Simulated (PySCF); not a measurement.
# B₂ClH₇N₂: NMR shifts and electronic excitations at several levels of theory, part 2 of 2

PySCF 2.14.0. Atoms count from 0.

### Step 8. NMR shieldings: PBE0/aug-cc-pVDZ

The job: settings as JSON, then the geometry in Å.

```
{"job": {"kind": "nmr", "xc": "PBE0", "basis": "aug-cc-pVDZ", "pop": true}, "charge": 0, "multiplicity": 1}
Cl    -0.499285    -2.047749     0.555472
B     -0.794608    -0.620918    -0.564055
N     -1.883762     0.371140     0.011194
B     -0.794173     1.532856    -0.160975
N      0.355627     0.460004    -0.464054
H     -1.025657    -0.937415    -1.710490
H     -2.143047     0.170716     0.975466
H     -2.731561     0.453980    -0.542123
H     -1.030421     2.202205    -1.147630
H     -0.602148     2.161560     0.861816
H      0.897854     0.597480    -1.312182
H      0.997352     0.294665     0.309257
```

Method: GIAO PBE0/aug-cc-pVDZ NMR shielding, non-relativistic, gas phase.

The program printed:

```text
coarse grid: 10264 points
cycle   1  E = -623.3817017590  dE =  4.459e-01  |g| = 3.601e-01  |ddm| = 1.004e+01
cycle   2  E = -623.3943619163  dE = -1.266e-02  |g| = 3.311e-01  |ddm| = 2.471e+00
cycle   3  E = -623.4210562967  dE = -2.669e-02  |g| = 5.337e-02  |ddm| = 8.864e-01
cycle   4  E = -623.4216428530  dE = -5.866e-04  |g| = 2.240e-02  |ddm| = 1.603e-01
cycle   5  E = -623.4217609451  dE = -1.181e-04  |g| = 2.441e-03  |ddm| = 6.249e-02
cycle   6  E = -623.4217623903  dE = -1.445e-06  |g| = 1.189e-03  |ddm| = 1.461e-02
final grid: 93752 points
cycle   7  E = -623.4356110668  dE = -3.607e-05  |g| = 8.300e-03  |ddm| = 1.680e-01
cycle   8  E = -623.4355995391  dE =  1.153e-05  |g| = 1.113e-02  |ddm| = 4.089e-02
cycle   9  E = -623.4356270722  dE = -2.753e-05  |g| = 6.253e-04  |ddm| = 2.004e-02
cycle  10  E = -623.4356271821  dE = -1.100e-07  |g| = 1.230e-04  |ddm| = 2.303e-03
cycle  11  E = -623.4356271860  dE = -3.827e-09  |g| = 3.218e-05  |ddm| = 5.462e-04
cycle  12  E = -623.4356271862  dE = -2.560e-10  |g| = 1.054e-05  |ddm| = 1.346e-04
converged SCF energy = -623.4356271862

GIAO shielding tensors (ppm)
atom      isotropic    diamagn.    paramagn.     s11        s22        s33       span
  0 Cl     897.207    1150.897    -253.690    775.505    910.212   1005.905    230.400
  1 B      113.192     214.951    -101.758    103.525    116.606    119.446     15.921
  2 N      234.164     282.572     -48.408    205.206    237.827    259.459     54.253
  3 B      123.147     232.785    -109.638    110.887    122.806    135.747     24.860
  4 N      234.091     287.300     -53.208    205.092    237.737    259.445     54.353
  5 H       27.186      24.457       2.728     24.683     26.813     30.061      5.378
  6 H       29.703      29.981      -0.278     24.912     27.207     36.989     12.077
  7 H       29.326      32.215      -2.889     23.490     25.610     38.880     15.390
  8 H       28.110      26.717       1.393     25.044     27.983     31.303      6.258
  9 H       28.103      28.386      -0.282     24.719     27.643     31.948      7.229
 10 H       29.318      36.407      -7.089     23.485     25.603     38.866     15.381
 11 H       29.699      33.280      -3.580     24.912     27.211     36.976     12.064
```

It took 17 s on 1 thread of Arm Neoverse V2, shared host; peak memory 0.89 GiB.

In short: δ Cl0 70, B1 -3.0, B3 -13.0, N2 35.7, H5 4.21, H9 3.29 ppm (means over like atoms).

### Step 9. Shielding tensors: PBE0/IGLO-III

Same as in step 8 but for these lines:

```diff
@@ -1,2 +1,2 @@
-{"job": {"kind": "nmr", "xc": "PBE0", "basis": "aug-cc-pVDZ", "pop": true}, "charge": 0, "multiplicity": 1}
+{"job": {"kind": "nmr", "xc": "PBE0", "basis": "IGLO-III", "pop": true}, "charge": 0, "multiplicity": 1}
 Cl    -0.499285    -2.047749     0.555472
```

With the program's defaults for keys left out, this is: GIAO PBE0/IGLO-III NMR shielding, non-relativistic, gas phase.

The program printed:

```text
coarse grid: 10264 points
cycle   1  E = -623.4440175737  dE =  3.656e-01  |g| = 3.946e-01  |ddm| = 2.341e+00
cycle   2  E = -623.4567974954  dE = -1.278e-02  |g| = 3.485e-01  |ddm| = 9.828e-01
cycle   3  E = -623.4834771272  dE = -2.668e-02  |g| = 7.045e-02  |ddm| = 3.845e-01
cycle   4  E = -623.4842952056  dE = -8.181e-04  |g| = 3.339e-02  |ddm| = 7.346e-02
cycle   5  E = -623.4845238076  dE = -2.286e-04  |g| = 2.681e-03  |ddm| = 3.032e-02
cycle   6  E = -623.4845247603  dE = -9.527e-07  |g| = 1.377e-03  |ddm| = 3.149e-03
final grid: 93752 points
cycle   7  E = -623.4862756108  dE = -1.032e-04  |g| = 8.602e-03  |ddm| = 7.186e-02
cycle   8  E = -623.4862649460  dE =  1.066e-05  |g| = 1.118e-02  |ddm| = 1.138e-02
cycle   9  E = -623.4862906230  dE = -2.568e-05  |g| = 8.721e-04  |ddm| = 5.801e-03
cycle  10  E = -623.4862907584  dE = -1.355e-07  |g| = 2.245e-04  |ddm| = 1.144e-03
cycle  11  E = -623.4862907688  dE = -1.039e-08  |g| = 5.273e-05  |ddm| = 2.631e-04
cycle  12  E = -623.4862907695  dE = -6.859e-10  |g| = 1.352e-05  |ddm| = 4.623e-05
converged SCF energy = -623.4862907695

GIAO shielding tensors (ppm)
atom      isotropic    diamagn.    paramagn.     s11        s22        s33       span
  0 Cl     869.363    1148.116    -278.753    722.445    891.349    994.294    271.849
  1 B      103.846     186.675     -82.828     95.490    106.330    109.719     14.230
  2 N      221.013     315.143     -94.130    188.052    226.349    248.639     60.587
  3 B      114.909     186.835     -71.926    104.509    112.613    127.605     23.096
  4 N      220.927     318.611     -97.684    187.922    226.246    248.614     60.692
  5 H       27.336      29.360      -2.024     24.874     26.970     30.163      5.289
  6 H       29.741      30.371      -0.629     24.888     27.202     37.134     12.247
  7 H       29.309      29.265       0.044     23.446     25.431     39.049     15.603
  8 H       28.207      28.814      -0.608     25.217     28.016     31.386      6.169
  9 H       28.168      28.487      -0.320     24.886     27.634     31.984      7.098
 10 H       29.300      31.739      -2.439     23.442     25.424     39.035     15.593
 11 H       29.739      32.586      -2.847     24.888     27.206     37.121     12.233
```

Run time: 26 s. Hardware: 1 thread of Arm Neoverse V2, shared host; peak memory 0.92 GiB.

This run: δ Cl0 75, B1 -3.9, B3 -15.0, N2 39.6, H5 4.04, H9 3.21 ppm (means over like atoms).

### Step 10. Shielding tensors: PBE0/pcSseg-0

Same as in step 9 but for these lines:

```diff
@@ -1,2 +1,2 @@
-{"job": {"kind": "nmr", "xc": "PBE0", "basis": "IGLO-III", "pop": true}, "charge": 0, "multiplicity": 1}
+{"job": {"kind": "nmr", "xc": "PBE0", "basis": "pcSseg-0", "pop": true}, "charge": 0, "multiplicity": 1}
 Cl    -0.499285    -2.047749     0.555472
```

With the program's defaults for keys left out, this is: GIAO PBE0/pcSseg-0 NMR shielding, non-relativistic, gas phase.

The program printed:

```text
coarse grid: 10264 points
cycle   1  E = -622.4684700020  dE =  3.268e-01  |g| = 2.848e-01  |ddm| = 3.111e+00
cycle   2  E = -622.4855774947  dE = -1.711e-02  |g| = 2.062e-01  |ddm| = 8.996e-01
cycle   3  E = -622.4968612403  dE = -1.128e-02  |g| = 2.774e-02  |ddm| = 3.649e-01
cycle   4  E = -622.4970570427  dE = -1.958e-04  |g| = 9.365e-03  |ddm| = 4.742e-02
cycle   5  E = -622.4970814120  dE = -2.437e-05  |g| = 1.830e-03  |ddm| = 1.186e-02
cycle   6  E = -622.4970820797  dE = -6.677e-07  |g| = 7.354e-04  |ddm| = 2.128e-03
final grid: 93752 points
cycle   7  E = -622.5310492683  dE = -8.736e-06  |g| = 4.744e-03  |ddm| = 1.831e-02
cycle   8  E = -622.5310465681  dE =  2.700e-06  |g| = 6.042e-03  |ddm| = 1.324e-02
cycle   9  E = -622.5310544037  dE = -7.836e-06  |g| = 3.369e-04  |ddm| = 7.031e-03
cycle  10  E = -622.5310544351  dE = -3.145e-08  |g| = 3.494e-05  |ddm| = 4.807e-04
cycle  11  E = -622.5310544354  dE = -3.314e-10  |g| = 1.346e-05  |ddm| = 6.970e-05
converged SCF energy = -622.5310544354

GIAO shielding tensors (ppm)
atom      isotropic    diamagn.    paramagn.     s11        s22        s33       span
  0 Cl     937.759    1145.996    -208.237    820.674    995.610    996.993    176.320
  1 B      109.655     185.019     -75.364    101.130    110.929    116.908     15.778
  2 N      232.817     323.453     -90.637    199.389    238.741    260.320     60.931
  3 B      121.739     187.966     -66.227    110.778    119.450    134.989     24.211
  4 N      232.736     319.835     -87.099    199.263    238.651    260.295     61.032
  5 H       27.992      28.732      -0.740     25.510     26.654     31.811      6.301
  6 H       31.836      30.844       0.992     26.882     28.997     39.630     12.748
  7 H       31.151      30.798       0.354     24.948     27.165     41.340     16.392
  8 H       28.622      29.265      -0.642     24.774     28.609     32.484      7.710
  9 H       28.665      28.557       0.108     24.684     28.285     33.025      8.341
 10 H       31.142      30.942       0.199     24.943     27.156     41.326     16.384
 11 H       31.835      30.863       0.972     26.885     29.002     39.620     12.735
```

Wall time 4.1 s (1 thread of Arm Neoverse V2, shared host); peak memory 0.42 GiB.

This run: δ Cl0 15, B1 -4.8, B3 -16.9, N2 33.2, H5 4.84, H8 4.21 ppm (means over like atoms).

### Step 11. TDDFT and polarisability: HF/def2-SVPD

Same as in step 10 but for these lines:

```diff
@@ -1,2 +1,2 @@
-{"job": {"kind": "nmr", "xc": "PBE0", "basis": "pcSseg-0", "pop": true}, "charge": 0, "multiplicity": 1}
+{"job": {"kind": "uv", "xc": "HF", "basis": "def2-SVPD", "ip": true}, "charge": 0, "multiplicity": 1}
 Cl    -0.499285    -2.047749     0.555472
```

Level: TDDFT HF/def2-SVPD, vertical, gas phase, core orbitals frozen in the response.

The program printed:

```text
final grid: 93752 points
cycle   1  E = -621.6607700432  dE =  8.267e-01  |g| = 4.247e-01  |ddm| = 4.361e+00
cycle   2  E = -621.7248799276  dE = -6.411e-02  |g| = 1.487e-01  |ddm| = 1.427e+00
cycle   3  E = -621.7309838105  dE = -6.104e-03  |g| = 5.689e-02  |ddm| = 4.955e-01
cycle   4  E = -621.7320135332  dE = -1.030e-03  |g| = 1.001e-02  |ddm| = 1.393e-01
cycle   5  E = -621.7320555535  dE = -4.202e-05  |g| = 3.081e-03  |ddm| = 3.211e-02
cycle   6  E = -621.7320604055  dE = -4.852e-06  |g| = 8.233e-04  |ddm| = 1.261e-02
cycle   7  E = -621.7320608698  dE = -4.643e-07  |g| = 2.663e-04  |ddm| = 2.960e-03
cycle   8  E = -621.7320609181  dE = -4.833e-08  |g| = 6.196e-05  |ddm| = 9.746e-04
cycle   9  E = -621.7320609207  dE = -2.608e-09  |g| = 1.340e-05  |ddm| = 2.433e-04
cycle  10  E = -621.7320609209  dE = -1.305e-10  |g| = 3.246e-06  |ddm| = 6.345e-05
converged SCF energy = -621.7320609209

Static polarisability (au): isotropic 56.639, principal 52.206 53.483 64.228

Singlet excitations
state   eV       nm        f      main configurations
  1   8.6791    142.9   0.02618   H->L 0.75, H->L+1 0.08
  2   9.1070    136.1   0.06402   H-1->L 0.50, H->L+2 0.17, H-1->L+3 0.14
  3   9.1894    134.9   0.07020   H-2->L 0.47, H-2->L+1 0.15, H->L+1 0.14
  4   9.3225    133.0   0.02346   H->L+2 0.55, H-1->L 0.10
  5   9.3910    132.0   0.00179   H->L+4 0.31, H->L+3 0.12, H-3->L 0.11
  6   9.5270    130.1   0.13603   H->L+3 0.53, H->L+1 0.15, H-2->L 0.11
  7   9.7256    127.5   0.00035   H-2->L+2 0.52, H-2->L+5 0.12
  8   9.7851    126.7   0.01409   H-3->L 0.32, H->L+4 0.13, H->L+6 0.09
  9   9.8075    126.4   0.00130   H-1->L+4 0.51, H-1->L+1 0.11
 10  10.0929    122.8   0.00802   H-1->L+2 0.49, H->L+6 0.13, H-1->L+5 0.10

Triplet excitations (Tamm-Dancoff, eV): 8.2738 8.5914 8.7748 8.8358
Vertical ionisation energy (delta-SCF) = 9.8378 eV
```

Run time: 20 s. Hardware: 1 thread of Arm Neoverse V2, shared host; peak memory 0.73 GiB.

Frontier orbitals and where they lie:

```
orbital      eV                        atoms
 HOMO−3  -12.67   Cl0 32 %, B3 16 %, N2 12 %
 HOMO−2  -12.19    B3 37 %, H9 23 %, H8 18 %
 HOMO−1  -11.74             Cl0 83 %, B1 7 %
   HOMO  -11.20   Cl0 57 %, B1 14 %, H5 10 %
   LUMO    1.84    B1 34 %, B3 32 %, H10 6 %
 LUMO+1    2.46   B3 35 %, B1 23 %, Cl0 14 %
 LUMO+2    2.74  Cl0 26 %, H10 12 %, H7 12 %
```

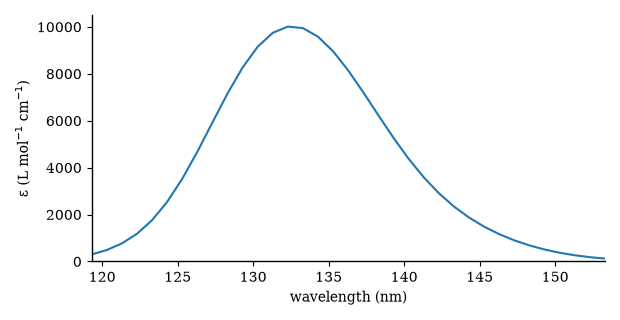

Absorption spectrum: each of the 10 states is a Gaussian band of 0.4 eV half-width at 1/e. Beyond the last state computed it falls off for lack of states.

Ground-state properties from the same run:

```
           property  computed
  dipole moment (D)      1.67
polarisability (Å³)      8.39
 HOMO–LUMO gap (eV)     13.04
      −ε(HOMO) (eV)     11.20
```

### Step 12. Side by side: NMR shifts

Shifts (ppm) of some atoms, chosen among heavy atoms and hydrogens apart, means over like atoms, with basis size and wall time:

```
               run    H5    H9    H8  Cl0    B1     B3    N2  functions   time
       PBE0/6-31G*  3.94  3.36  3.34   11  -4.2  -14.3  25.9         88  6.5 s
PBE0/6-311+G(2d,p)  4.14  3.26  3.26   69  -5.7  -16.4  38.4        185   17 s
     PBE0/def2-SVP  3.74  3.04  3.05   40  -4.9  -15.8  34.5        109  7.6 s
    PBE0/def2-TZVP  4.10  3.26  3.26   64  -5.0  -15.9  42.5        203   20 s
      PBE0/cc-pVDZ  4.00  3.20  3.25   41  -2.7  -13.1  38.0        109  8.2 s
      PBE0/cc-pVTZ  4.00  3.17  3.18   60  -5.2  -16.2  42.5        252   28 s
  PBE0/aug-cc-pVDZ  4.21  3.29  3.29   70  -3.0  -13.0  35.7        182   17 s
     PBE0/IGLO-III  4.04  3.21  3.17   75  -3.9  -15.0  39.6        254   26 s
     PBE0/pcSseg-0  4.84  4.17  4.21   15  -4.8  -16.9  33.2         63  4.1 s
```

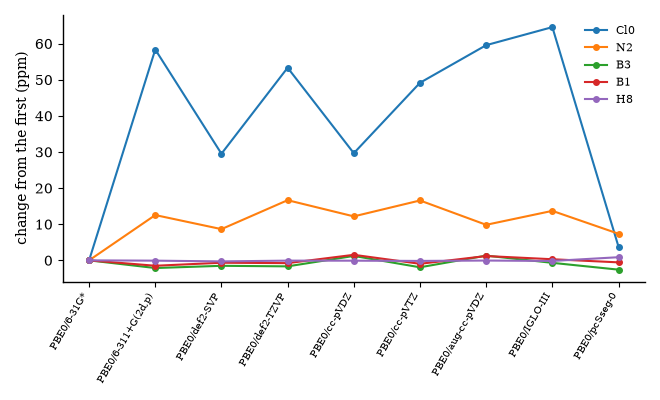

How five of the tabulated atoms move from run to run.

### Step 13. Summary of results

The summary covers parts 1 to 2.

| quantity | value |
| --- | --- |
| ¹H shifts against TMS (PBE0/6-31G*, means over atoms taken as alike) | 3.94, 3.36, 3.34, 1.72, 1.24 ppm |
| ³⁵Cl shifts against HCl (PBE0/6-31G*) | 11 ppm |
| ¹¹B shifts against BF3·OEt2 (PBE0/6-31G*) | -4.2, -14.3 ppm |
| ¹⁵N shifts against NH3 (PBE0/6-31G*, means over atoms taken as alike) | 25.9 ppm |
| lowest singlet (HF/def2-SVPD) | 8.68 eV (143 nm), f = 0.026 |
| brightest single state of those computed | state 6, 9.53 eV, f = 0.136 |
| lowest triplet | 8.27 eV |
| vertical ionisation energy (ΔSCF) | 9.84 eV |
| range of the shift of Cl0 | 11 to 75 ppm |

**Reading.** Single values in the summary come from the first run of each kind that ended normally (PBE0/6-31G*; HF/def2-SVPD), which need not be the best level. At PBE0/6-31G*: The widest tensor belongs to Cl0: span 216 ppm, with a paramagnetic part of -229 ppm. The first singlet state (HOMO→LUMO 0.75, HOMO→LUMO+1 0.08) lies at 8.68 eV and is weak; of the 10 states computed, the strongest absorption comes from state 6 at 9.53 eV. The lowest triplet lies 0.41 eV below the lowest singlet (triplets in Tamm-Dancoff, singlets in full TDDFT). At HF/def2-SVPD, the highest states lie near or above the ionisation energy, where they hang on the basis. ΔSCF puts the ionisation energy at 9.84 eV, 1.37 eV below −ε(HOMO). Across the 9 runs the shift of Cl0 moves most, between 11 (PBE0/6-31G*) and 75 ppm (PBE0/IGLO-III).
